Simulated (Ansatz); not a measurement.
Reaction (SMILES): [CH]=O (CH-O) → [CH-]=O (an electron is taken up)
B3LYP-D3(BJ)/def2-TZVP geometries, fixed; electronic energies without zero-point terms; positive where energy is released.
Largest species:
```
C
O 1 1.1718
H 1 1.1249 2 124.43
```
Charge 0, spin multiplicity 2.

Basis-set convergence of the adiabatic electron affinity at CCSD(T) with Ansatz (a first-principles code). Cartesian d functions, on some or all atoms, in 6-31G*, 6-31+G*; all else is spherical. Cores are frozen. Open shells are unrestricted. No added dispersion term, no relativity. Functions are those of the species that has most. Reference: Hartree-Fock in aug-cc-pVQZ plus the correlation part extrapolated as X^-3 from aug-cc-pVTZ and aug-cc-pVQZ, 0.241 eV, itself unsure by roughly 0.010 eV (a third of the extrapolation step and of the last Hartree-Fock step). Deviations are taken from unrounded values.

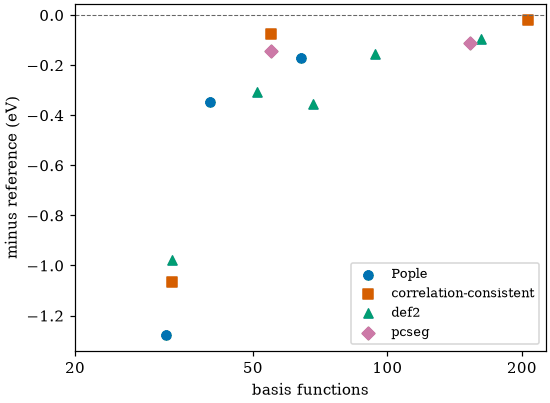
Deviation from the reference against the number of basis functions, by family of sets.

```json
[
 {"basis": "6-31G*", "functions": "32", "adiabatic electron affinity (eV)": "-1.037", "minus reference (eV)": "-1.277"},
 {"basis": "cc-pVDZ", "functions": "33", "adiabatic electron affinity (eV)": "-0.827", "minus reference (eV)": "-1.068"},
 {"basis": "def2-SVP", "functions": "33", "adiabatic electron affinity (eV)": "-0.739", "minus reference (eV)": "-0.979"},
 {"basis": "6-31+G*", "functions": "40", "adiabatic electron affinity (eV)": "-0.107", "minus reference (eV)": "-0.347"},
 {"basis": "def2-SVPD", "functions": "51", "adiabatic electron affinity (eV)": "-0.066", "minus reference (eV)": "-0.306"},
 {"basis": "aug-cc-pVDZ", "functions": "55", "adiabatic electron affinity (eV)": "0.166", "minus reference (eV)": "-0.075"},
 {"basis": "aug-pcseg-1", "functions": "55", "adiabatic electron affinity (eV)": "0.099", "minus reference (eV)": "-0.142"},
 {"basis": "6-311++G(2d,2p)", "functions": "64", "adiabatic electron affinity (eV)": "0.070", "minus reference (eV)": "-0.170"},
 {"basis": "def2-TZVP", "functions": "68", "adiabatic electron affinity (eV)": "-0.114", "minus reference (eV)": "-0.354"},
 {"basis": "def2-TZVPPD", "functions": "94", "adiabatic electron affinity (eV)": "0.086", "minus reference (eV)": "-0.155"},
 {"basis": "pcseg-3", "functions": "153", "adiabatic electron affinity (eV)": "0.128", "minus reference (eV)": "-0.113"},
 {"basis": "def2-QZVPPD", "functions": "162", "adiabatic electron affinity (eV)": "0.147", "minus reference (eV)": "-0.094"},
 {"basis": "aug-cc-pVQZ", "functions": "206", "adiabatic electron affinity (eV)": "0.221", "minus reference (eV)": "-0.019"}
]
```
